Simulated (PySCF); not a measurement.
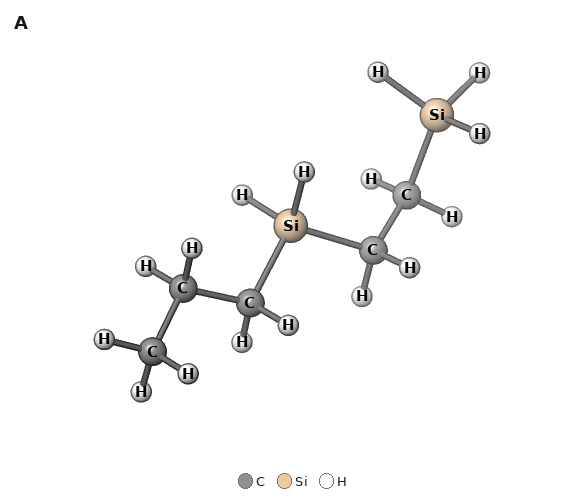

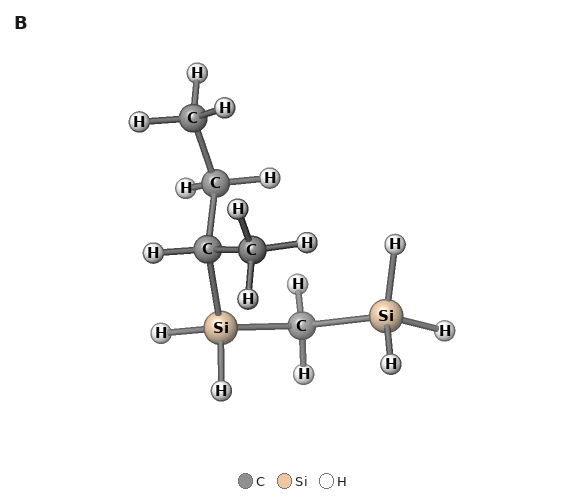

Depth is shown by fading: the farther an atom, the more it takes the colour of the background. The computed structure is the end point of a PBE0-D3(BJ)/def2-SVP optimisation. No frequency run is at hand to confirm it as a minimum.

Question: Are A and B the same structure? If not, how do they differ?

Answer: No. They are constitutional isomers of C5H16Si2: A is CCC[SiH2]CC[SiH3], B is CC[C@H](C)[SiH2]C[SiH3]
